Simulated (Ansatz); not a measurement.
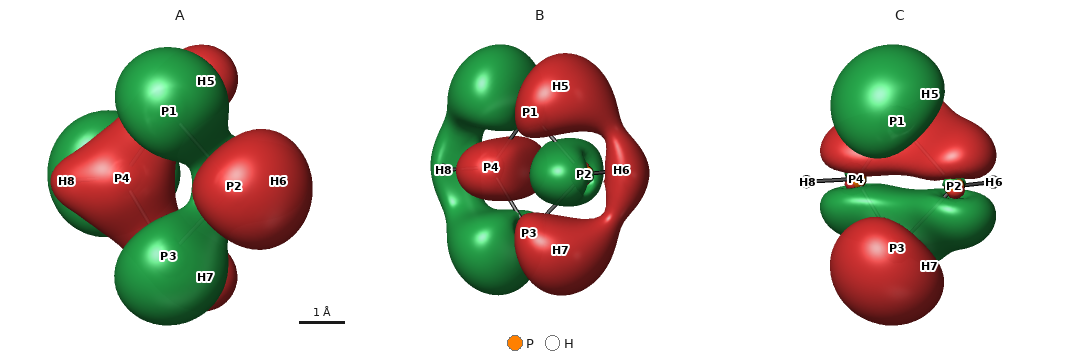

The picture shows: H₄P₄ (charge +1, doublet). Three frontier orbitals at ±0.06 Å⁻³ᐟ² (green and red are the two phases), in no order.

Geometry: r2SCAN-D4/def2-SVP.

The calculation used UKS PBE0-D4/def2-TZVP (Ansatz 0.2.0).

```xyz
8

P    -0.5808   -0.8465   -1.3629
P    -0.3234   -1.2415    0.8120
P     1.3689    0.1914    1.0001
P     0.5294    1.0537   -0.8997
H    -1.9290   -0.3872   -1.2403
H    -1.4408   -0.6584    1.4774
H     0.7147    1.0197    1.9645
H     1.6610    0.8687   -1.7512
```

### Order the three orbitals by energy and name them. All are α orbitals.

C is the HOMO−1 (α) (−12.86 eV). It lies mainly on P1 (about 35 %), P3 (about 35 %), P2 (about 10 %) and P4 (about 10 %). A is the HOMO (α) (−12.02 eV). By Hirshfeld shares it lies mainly on P4 (about 30 %), P2 (about 25 %), P1 (about 15 %) and P3 (about 15 %). B is the LUMO (α) (−6.88 eV). Its weight (Hirshfeld) is mainly on P1 (about 30 %), P3 (about 30 %), P4 (about 20 %) and P2 (about 15 %).

### What is the gap between the highest occupied and lowest empty α orbitals?

5.14 eV between the orbital energies.
